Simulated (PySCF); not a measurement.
Potential energy curve for SiH, doublet.

- UHF/cc-pVDZ (PySCF)
- UKS-PBE = unrestricted PBE/cc-pVDZ (PySCF)
- ROKS-BLYP = PySCF with restricted open-shell BLYP/cc-pVDZ

Magnitude of the dipole moment (D; its direction can reverse along the curve, and a method can change to another solution) and Mulliken charge of the fragment that holds Si1:

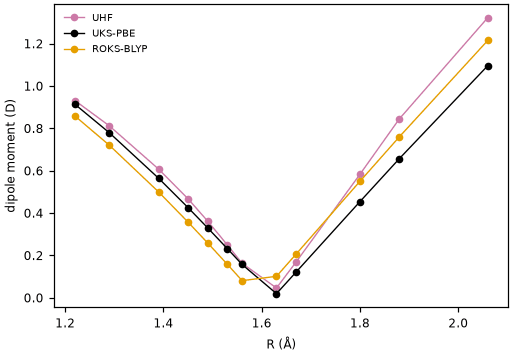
Figure: Dipole moment against bond length.

```csv
R / Å,μ UHF,q UHF,μ UKS-PBE,q UKS-PBE,μ ROKS-BLYP,q ROKS-BLYP
1.22,0.93,0.18,0.91,0.10,0.86,0.13
1.29,0.81,0.15,0.78,0.08,0.72,0.10
1.39,0.61,0.13,0.56,0.05,0.50,0.08
1.45,0.47,0.13,0.43,0.05,0.36,0.08
1.49,0.36,0.13,0.33,0.05,0.26,0.08
1.53,0.25,0.13,0.23,0.05,0.16,0.08
1.56,0.16,0.13,0.16,0.06,0.08,0.08
1.63,0.05,0.13,0.02,0.07,0.10,0.09
1.67,0.17,0.14,0.12,0.07,0.21,0.09
1.80,0.58,0.16,0.45,0.09,0.55,0.11
1.88,0.84,0.17,0.66,0.10,0.76,0.12
2.06,1.32,0.18,1.10,0.12,1.22,0.14
```

The scan ran from 1.22 to 6.08 Å; beyond the distances shown one of the unrestricted levels run for this scan, shown here or not, changes its spin distribution in one step. The unrestricted determinant behind UHF is spin-contaminated at 1.22 Å (<S²> up to 0.9, against 0.75 for a pure doublet).
